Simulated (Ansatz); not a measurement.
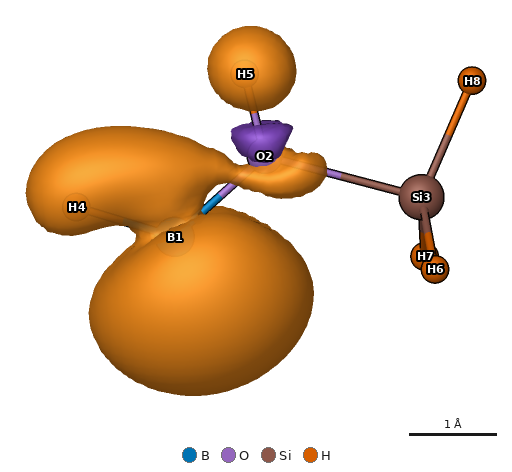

Figure. BH5OSi (SMILES [BH][OH+][SiH3]) (charge +1, doublet). Isosurfaces of the spin density at +0.015 (orange) and −0.015 e/Å³ (purple), seen across its widest extent.

Geometry: r2SCAN-D4/def2-SVP.

The calculation used isolated molecule in a Gaussian basis; Kohn-Sham density functional theory, functional PBE0 (Ansatz).

```xyz
8

B    -0.2910    0.9861    1.4251
O    -1.1052    0.8202    0.2894
Si   -0.4559    0.9618   -1.4773
H    -0.7425    0.8885    2.5290
H    -2.0598    0.6208    0.4278
H     0.0367    2.3516   -1.4954
H     0.5605   -0.1063   -1.4994
H    -1.7174    0.6943   -2.1961
```

> Where is the unpaired spin?

The unpaired spin (1 electron) lies mostly on B1 (about 0.8), in electrons by Hirshfeld's partition.
